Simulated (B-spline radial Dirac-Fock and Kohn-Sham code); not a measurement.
# Core levels and X-ray properties of Mn⁴⁺, part 2 of 2

B-spline radial Dirac-Fock and Kohn-Sham code; calculated values. The steps go on from the part before.

## Step 7: Two holes

Model: Dirac-Fock average of configuration, Delta-SCF, finite nucleus, first-order Breit with its frequency dependence, self-energy and vacuum polarisation; two-hole levels by intermediate coupling within the shell, Auger rates as independent-particle Coulomb matrix elements.

Recorded inputs:

```ini
task = double
```

Main fields of the result record, rounded:

```text
{
  "status": "converged",
  "single_binding [eV]": {"K": 6616.052, "L1": 851.7123, "L2": 730.6937, "L3": 720.5252, "M1": 160.9543, "M2": 123.1694, "M3": 121.8171, "M4,5": 69.93378},
  "double_binding [eV]": {
    "KK": 13591.23,
    "KL2": 7444.806,
    "KL3": 7432.824,
    "KM2": 6770.832,
    "KM3": 6769.155,
    "L1L1": 1767.384,
    "L1L2": 1641.065,
    "L1L3": 1630.585,
    "L1M2": 1003.705,
    "L1M3": 1002.184,
    "L2L2": 1535.849,
    "L2L3": 1520.328,
    "L2M1": 921.1894,
    "L2M3": 881.7561,
    "L3L3": 1511.364,
    "L3M1": 911.0001,
    "L3M2": 873.0887,
    "M2M2": 271.1741,
    "M2M3": 268.2596,
    "M3M3": 267.3277
  },
  "kalpha_Ln [eV]": [
    [0, 5892.12, 6154.4],
    [1, 5919.032, 6182.596],
    [2, 5947.173, 6212.025],
    [3, 5976.56, 6242.7],
    [4, 6007.204, 6274.627],
    [5, 6039.11, 6307.81]
  ],
  "auger_lines [eV]": {
    "K-L123": [["L2L3", 2, 0.897873, 5090.94, 0.336614], ["L1L3", 1, 0.525408, 4953.76, 0.120796], ["L1L1", 0, 0.981307, 4844.29, 0.0366971], ["L2L2", 0, 0.730926, 5074.81, 0.0331854], ["L3L3", 2, 0.897873, 5109.15, 0.0282471], ["L1L3", 2, 1.0, 4994.64, 0.0171714]],
    "L2-M23": [["M2M3", 2, 0.80667, 460.709, 0.0913416], ["M2M3", 1, 1.0, 463.93, 0.0466627], ["M3M3", 0, 0.507821, 455.221, 0.0295686], ["M2M2", 0, 0.507821, 463.686, 0.0141546], ["M3M3", 2, 0.80667, 464.989, 0.0135128]],
    "L3-M23": [["M2M3", 2, 0.80667, 450.54, 0.0733425], ["M3M3", 2, 0.80667, 454.821, 0.07241], ["M2M3", 1, 1.0, 453.762, 0.0239742], ["M3M3", 0, 0.507821, 445.052, 0.0180773], ["M2M2", 0, 0.507821, 453.518, 0.00921325]]
  }
}
```

Auger rows: leading holes, J, purity, kinetic energy, width; the six strongest of each group. kalpha_Ln rows: L holes, Kα centroid, hypersatellite. Left out are hole states that did not converge, or in which two open shells of one symmetry are about equally filled, where the average of configuration falls too low.

The cost of two holes beyond the sum of single holes (eV):

```
holes   double  sum of singles      U
  K K  13591.2         13232.1  359.1
 K L2   7444.8          7346.7  98.06
 K L3   7432.8          7336.6  96.25
 K M2   6770.8          6739.2  31.61
 K M3   6769.2          6737.9  31.29
L1 L1   1767.4          1703.4  63.96
L1 L2   1641.1          1582.4  58.66
L1 L3   1630.6          1572.2  58.35
L1 M2   1003.7           974.9  28.82
L1 M3   1002.2           973.5  28.65
L2 L2   1535.8          1461.4  74.46
L2 L3   1520.3          1451.2  69.11
L2 M1    921.2           891.6  29.54
L2 M3    881.8           852.5  29.25
L3 L3   1511.4          1441.1  70.31
L3 M1    911.0           881.5  29.52
L3 M2    873.1           843.7  29.39
M2 M2    271.2           246.3  24.84
M2 M3    268.3           245.0  23.27
M3 M3    267.3           243.6  23.69
```

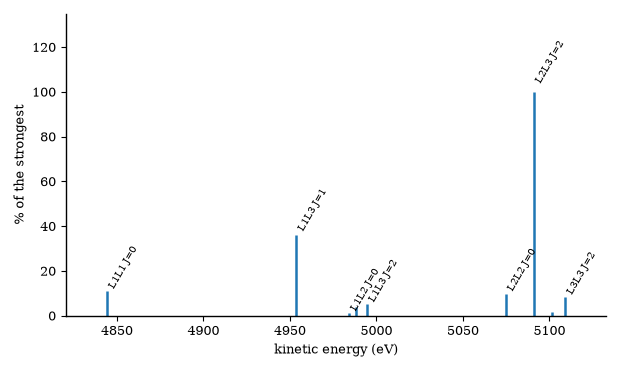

The K-L123 Auger multiplet.

## Step 8: The levels by non-relativistic HF

Model: non-relativistic Hartree-Fock, average of configuration, point nucleus.

Settings, as recorded:

```ini
task = binding-ladder
method = hf
relativity = nr
```

Main fields of the result record, rounded:

```text
{
  "status": "converged",
  "shells": ["1s", "2s", "2p", "3s", "3p", "3d"],
  "minus_eigenvalue [eV]": [6606.02, 854.177, 737.167, 161.435, 124.112, 72.0167],
  "delta_scf [eV]": [6570.68, 841.126, 722.646, 159.225, 122.012, 70.2674],
  "total_energy [Ha]": -1145.93279
}
```

Against the Dirac-Fock value with Breit and QED (eV):

```
level      -ε   miss    ΔSCF   miss  Dirac-Fock
   1s  6606.0  -10.0  6570.7  -45.4      6616.1
   2s   854.2   +2.5   841.1  -10.6       851.7
   2p   737.2  +13.3   722.6   -1.3       723.9
   3s   161.4   +0.5   159.2   -1.7       161.0
   3p   124.1   +1.8   122.0   -0.3       122.3
   3d   72.02   +2.1   70.27   +0.3       69.93
```

Spin-orbit partners are averaged with weights 2j + 1.

## Step 9: The levels by Dirac PBE

Model: Dirac-Kohn-Sham PBE, finite nucleus, spherical and without spin polarisation.

Settings, as recorded:

```ini
task = binding-ladder
method = pbe,pbe
relativity = dirac
```

Main fields of the result record, rounded:

```text
{
  "status": "converged",
  "shells": ["K", "L1", "L2", "L3", "M1", "M2", "M3", "M4,5"],
  "minus_eigenvalue [eV]": [6487.28, 803.909, 697.05, 686.625, 142.485, 111.542, 110.18, 60.7224],
  "delta_scf [eV]": [6641.32, 832.711, 730.712, 719.86, 154.199, 122.969, 121.538, 71.4387],
  "total_energy [Ha]": -1154.36929,
  "dirac_fock_binding [eV]": [6616.05, 851.712, 730.694, 720.525, 160.954, 123.169, 121.817, 69.9338]
}
```

Beside the Dirac-Fock ΔSCF result with Breit and QED, in eV:

```
level      -ε    miss    ΔSCF   miss  Dirac-Fock
    K  6487.3  -128.8  6641.3  +25.3      6616.1
   L1   803.9   -47.8   832.7  -19.0       851.7
   L2   697.0   -33.6   730.7    0.0       730.7
   L3   686.6   -33.9   719.9   -0.7       720.5
   M1   142.5   -18.5   154.2   -6.8       161.0
   M2   111.5   -11.6   123.0   -0.2       123.2
   M3   110.2   -11.6   121.5   -0.3       121.8
 M4,5   60.72    -9.2   71.44   +1.5       69.93
```

## Step 10: Cost and miss by method

| method | level | eigenvalue miss (%) | ΔSCF miss (%) | time |
| --- | --- | --- | --- | --- |
| Dirac LDA | K | -2.17 | +0.15 | 5 s |
| non-relativistic HF | 1s | -0.15 | -0.69 | 0.4 s |
| Dirac PBE | K | -1.95 | +0.38 | 5.5 s |
| Dirac-Fock + Breit + QED | all | - | reference | 7.4 s |

Times cover the ground state and all hole states of a step, on one thread of a shared host; states solved in an earlier step are reused, and a first call can include compiling.

## Step 11: Results

This closing draws on all 2 parts.

```
                                  quantity                          value
          rms radius of the electron cloud                     0.722 bohr
                     form factor halves at                       0.53 1/Å
                   Compton profile at zero                   3.308 1/a.u.
              deepest level listed, K (1s)                      6616.1 eV
                    least bound, M4,5 (3d)                       69.93 eV
                                       Kα1                      5895.5 eV
  ionisation energy, NIST (semi-empirical)                     72.4100 eV
           Dirac LDA, K: eigenvalue / ΔSCF             6472.4 / 6626.0 eV
                        total at 2680.0 eV                        60.5 kb
           strongest subshell at 2680.0 eV  L3 (2p3/2), 22.4 kb, β = 1.31
                      K hole: width, yield                 1.11 eV, 0.316
                              its lifetime                       0.595 fs
                        its strongest line          Kα1 (K-L3), 5895.5 eV
                            largest U, K K                       359.1 eV
                   Kα hypersatellite shift                      +262.3 eV
                  strongest line of K-L123         L2L3, J = 2, 5090.9 eV
non-relativistic HF, 1s: eigenvalue / ΔSCF             6606.0 / 6570.7 eV
           Dirac PBE, K: eigenvalue / ΔSCF             6487.3 / 6641.3 eV
```

**Reading.** f falls from 21 to half of that at s = 0.53 1/Å. Up to 2 1/Å f stays within 0.77 % of the table. For K (1s), relaxation takes off 35.9 eV, Breit terms shift it by -6.85 and QED by -3.14 eV. NIST's ionisation energy differs by +2.48 eV from the least binding energy; the calculation averages open shells over their j components and terms. Dirac LDA misses the K level by -2.2 % with its eigenvalue and by +0.1 % with ΔSCF, so total-energy differences mend most of the error. At 2680.0 eV, L3 (2p3/2) gives 37 % of the photoabsorption; at 159000 eV the K shell gives 90 %. Under 200 eV, coupling between channels can change such values by tens of per cent. The K hole lives 0.60 fs and decays mostly by electron emission (yield 0.32). Coster-Kronig decay rules L1, where this model's widths can be far from the measured ones. Two holes repel most in K K, by 359.1 eV, and least in M2 M3, by 23.27 eV. An empty K shell moves Kα up by 262 eV. In the K-L123 Auger group the L2L3 J = 2 line carries 56 % of the rate. Non-relativistic HF misses the 1s level by -0.2 % with its eigenvalue and by -0.7 % with ΔSCF. Dirac PBE misses the K level by -1.9 % with its eigenvalue and by +0.4 % with ΔSCF, so total-energy differences mend most of the error. The Hartree-Fock and Dirac-Fock values hold no electron correlation.
